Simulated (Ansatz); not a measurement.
**InSiH5 (SMILES [SiH3][InH2]): PBE/def2-TZVP (core potential)**

What is the vertical ionisation energy of InSiH5 at PBE/def2-TZVP (core potential)? 

The results are computed with Ansatz 0.2.0.

37 further runs of the same task are left out: 37 set aside as unsound or not needed.

## Step 1: Starting point

InSiH5 has 7 atoms, charge 0, and is taken as a singlet. As SMILES, `[SiH3][InH2]`. Geometry: relaxed at PBE0-D4/def2-TZVP.

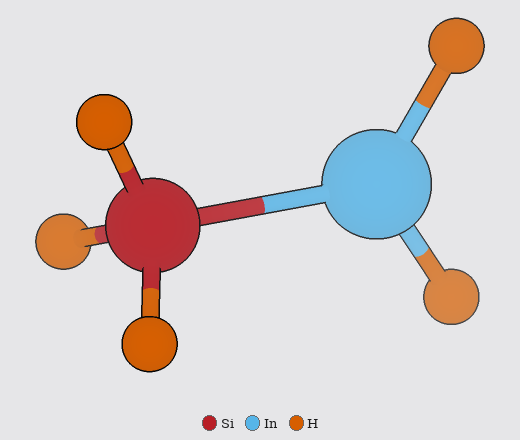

The structure, seen from a chosen angle (silicon red, indium blue, hydrogen orange).

## Step 2: The energy at PBE/def2-TZVP (core potential)

in.yaml reads:

```yaml
basis:
  gaussian:
    orbitals: def2-TZVP
crystal:
  periodic: [false, false, false]
  atoms:
    - {symbol: Si, position_ang: [-0.667100, -0.641500, -0.642100]}
    - {symbol: In, position_ang: [0.830800, 0.837600, 0.840500]}
    - {symbol: H, position_ang: [-2.119900, -0.371100, -0.463600]}
    - {symbol: H, position_ang: [-0.432000, -2.083300, -0.345900]}
    - {symbol: H, position_ang: [-0.338000, -0.425500, -2.080000]}
    - {symbol: H, position_ang: [0.179100, 2.062100, 1.872000]}
    - {symbol: H, position_ang: [2.547100, 0.621800, 0.819100]}
hamiltonian:
  xc: pbe
accuracy: high
output: {orbitals: {seedname: orbitals}}
```

Started as:

```
$ ansatz run in.yaml --threads 1 --pin off --max-ram 3480MiB --events-out events.jsonl --progress --plain --runs-dir runs
```

Log:

```text
Warning: RAYON_NUM_THREADS=1 ignored (pool sized by the plan → 1); use --threads N
Functional definition: PBE
  name "PBE"
  parameter kappa = 0.804
  parameter beta = 0.06672455060314922
  exchange = pbe_x(kappa = kappa, mu = beta*pi^2/3)
  correlation = pbe_c(beta = beta)
2299 factors; integrals over basis functions are off by at most 3.6e-9 eV
mean field evaluation 1: about -13125.9155 eV, gradient 2.4e1 eV
mean field evaluation 2: about -13126.2192 eV, gradient 2.5e1 eV
mean field evaluation 4: about -13127.9374 eV, gradient 7.0e-1 eV
mean field evaluation 8: about -13127.9347 eV, gradient 3.6e-2 eV
mean field evaluation 16: about -13127.9347 eV, gradient 2.7e-6 eV
mean field -13127.93471925 eV, -482.4427024985 hartree, gradient 1.7e-8 eV, S^2 0.000000; 0 other end points of the search recorded, 0 dependent functions left out
reference -13127.93472452 eV, -482.4427026922 hartree; 20, 20 occupied and 97, 97 virtual orbitals, 2299 factors
Total energy: -13127.93472452 eV, -482.4427026922 hartree
```

Wall time 9 s (1 thread of Arm Neoverse V2, shared host); peak memory 0.32 GiB.

## Step 3: The doublet cation

Changes to in.yaml since step 2:

```diff
@@ -1,4 +1 @@
-basis:
-  gaussian:
-    orbitals: def2-TZVP
 crystal:
@@ -13,4 +10,7 @@
     - {symbol: H, position_ang: [2.547100, 0.621800, 0.819100]}
-hamiltonian:
-  xc: pbe
+basis:
+  gaussian: {orbitals: def2-TZVP}
+total_charge: 1
+magnetization: {spin_polarized: true, initial_magnetization: 1}
+hamiltonian: {xc: pbe}
 accuracy: high
```

Started as:

```
$ ansatz run in.yaml --threads 1 --pin off --max-ram 3480MiB --events-out events.jsonl --progress --plain --runs-dir runs
```

Log (excerpt; [...] marks lines left out):

```text
Warning: RAYON_NUM_THREADS=1 ignored (pool sized by the plan → 1); use --threads N
[... 6 set-up lines as earlier in the session ...]
2299 factors; integrals over basis functions are off by at most 3.6e-9 eV
mean field evaluation 1: about -13113.6926 eV, gradient 2.3e1 eV
mean field evaluation 2: about -13070.8279 eV, gradient 6.6e1 eV
mean field evaluation 4: about -13118.4946 eV, gradient 5.8e0 eV
mean field evaluation 8: about -13118.7472 eV, gradient 2.5e-1 eV
mean field evaluation 16: about -13118.7425 eV, gradient 1.2e-3 eV
mean field evaluation 32: about -13118.5564 eV, gradient 8.9e-1 eV
mean field -13118.74252399 eV, -482.1048955535 hartree, gradient 8.2e-8 eV, S^2 0.752787; 5 other end points of the search recorded, 0 dependent functions left out
reference -13118.74252888 eV, -482.1048957333 hartree; 20, 19 occupied and 97, 98 virtual orbitals, 2299 factors
Total energy: -13118.74252888 eV, -482.1048957333 hartree
```

It took 16 s on 1 thread of Arm Neoverse V2, shared host; peak memory 0.42 GiB.

## Step 4: Summary of results

Level: PBE/def2-TZVP (core potential).

```
                                          quantity          value
                      singlet InSiH5: total energy  -482.44270 Eh
                       singlet InSiH5: HOMO energy       -6.36 eV
                       singlet InSiH5: LUMO energy       -2.87 eV
                     singlet InSiH5: HOMO–LUMO gap        3.48 eV
                      doublet cation: total energy  -482.10490 Eh
doublet cation: HOMO energy (highest over α and β)      -12.51 eV
 doublet cation: LUMO energy (lowest over α and β)      -12.01 eV
                              doublet cation: ⟨S²⟩          0.753
vertical ionisation energy (to the doublet cation)       9.192 eV
```

**Reading.** Removing an electron at fixed nuclei costs 9.19 eV (212 kcal/mol). The negative HOMO energy of the first species, 6.36 eV, lies 2.84 eV below that difference.
